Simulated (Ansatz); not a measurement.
```yaml
atoms:
  - { symbol: C, position_ang: [0.2690, -1.3875, -1.7704] }
  - { symbol: C, position_ang: [-0.1407, -0.0166, -1.2569] }
  - { symbol: N, position_ang: [0.3882, 0.2915, 0.0598] }
  - { symbol: C, position_ang: [-0.2951, -0.3132, 1.1891] }
  - { symbol: C, position_ang: [-1.5870, 0.3935, 1.5668] }
  - { symbol: Ga, position_ang: [1.8116, 1.3666, 0.2800] }
  - { symbol: Cl, position_ang: [2.5898, 1.7514, 2.2235] }
  - { symbol: Cl, position_ang: [2.7515, 2.2805, -1.3970] }
  - { symbol: H, position_ang: [-0.0470, -2.1834, -1.0924] }
  - { symbol: H, position_ang: [1.3545, -1.4472, -1.8791] }
  - { symbol: H, position_ang: [-0.1832, -1.5829, -2.7461] }
  - { symbol: H, position_ang: [0.1992, 0.7465, -1.9626] }
  - { symbol: H, position_ang: [-1.2351, 0.0594, -1.2348] }
  - { symbol: H, position_ang: [-0.5008, -1.3677, 0.9661] }
  - { symbol: H, position_ang: [0.3778, -0.3145, 2.0513] }
  - { symbol: H, position_ang: [-2.0783, -0.1217, 2.3961] }
  - { symbol: H, position_ang: [-1.3849, 1.4219, 1.8756] }
  - { symbol: H, position_ang: [-2.2896, 0.4234, 0.7311] }
```

Geometry: PBE0-D4/def2-TZVP.

Method: RKS PBE0-D4/def2-TZVPP in Ansatz 0.2.0.

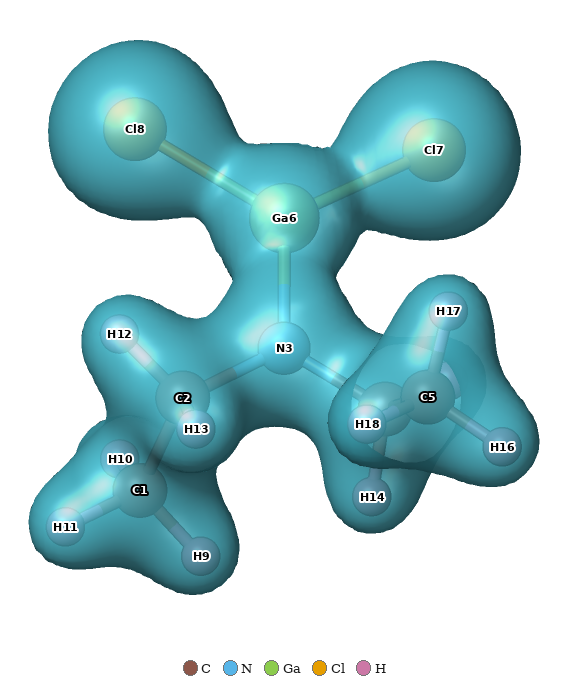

C₄H₁₀Cl₂GaN (SMILES CC[N](CC)[Ga]([Cl])[Cl]). Isosurface of the electron density at 0.4 e/Å³ (cyan), seen at a tilt.

> What does this surface tell about the bonding?

At this value the surface is in one piece. It bridges the sampled C–N (1.45 Å), C–C (1.52 Å), Ga–N (1.80 Å) and Ga–Cl (2.13 Å) contacts, where the density stays above the isovalue. On the grid the lowest density along these lines, outside the cores, is 1.8 e/Å³ (C–N, 1.45 Å), 1.7 e/Å³ (C–C, 1.52 Å), 0.97 e/Å³ (Ga–N, 1.80 Å) and 0.69 e/Å³ (Ga–Cl, 2.13 Å).
